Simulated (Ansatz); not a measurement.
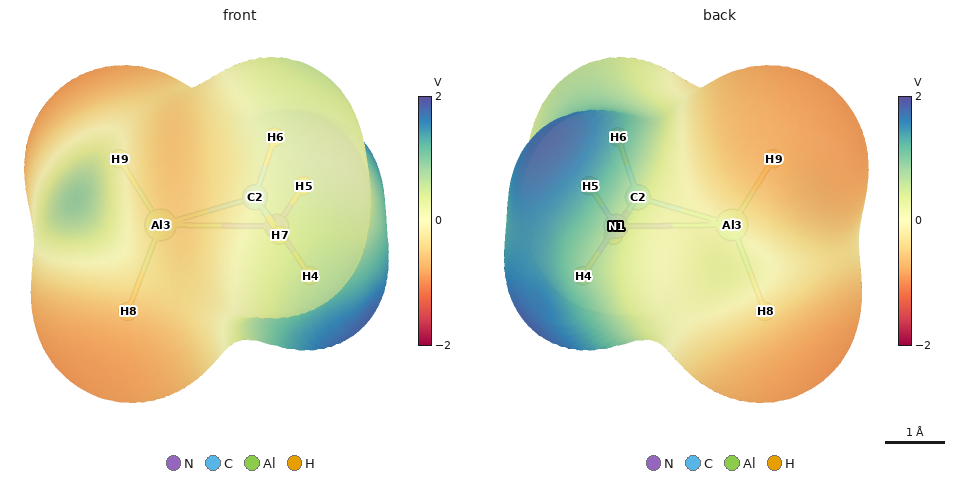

Figure. CH$_{6}$AlN. The electrostatic potential painted on the density surface at 0.001 e/bohr³, seen from the front and from behind; red is negative and blue positive.

All numbers below come from RKS PBE0-D4/def2-SVP in Ansatz 0.2.0.

```json
{"atom": "N", "x (Å)": "-0.8838", "y (Å)": "0.3248", "z (Å)": "-0.1002"}
{"atom": "C", "x (Å)": "0.6119", "y (Å)": "0.4605", "z (Å)": "-0.3004"}
{"atom": "Al", "x (Å)": "0.2371", "y (Å)": "-0.8092", "z (Å)": "1.1468"}
{"atom": "H", "x (Å)": "-1.3870", "y (Å)": "-0.0421", "z (Å)": "-0.9051"}
{"atom": "H", "x (Å)": "-1.3440", "y (Å)": "1.1792", "z (Å)": "0.2059"}
{"atom": "H", "x (Å)": "0.9410", "y (Å)": "1.4932", "z (Å)": "-0.1308"}
{"atom": "H", "x (Å)": "0.9014", "y (Å)": "0.1331", "z (Å)": "-1.3068"}
{"atom": "H", "x (Å)": "0.1023", "y (Å)": "-2.3513", "z (Å)": "0.7750"}
{"atom": "H", "x (Å)": "0.1336", "y (Å)": "-0.2505", "z (Å)": "2.6341"}
```

### Which sites attract a positive test charge, and which a negative one?

A positive charge is drawn to the negative regions and a negative charge to the positive ones. The most negative region (about −0.9 V) lies over H8 and H9, the most positive (about +1.8 V) over H4 and H5.
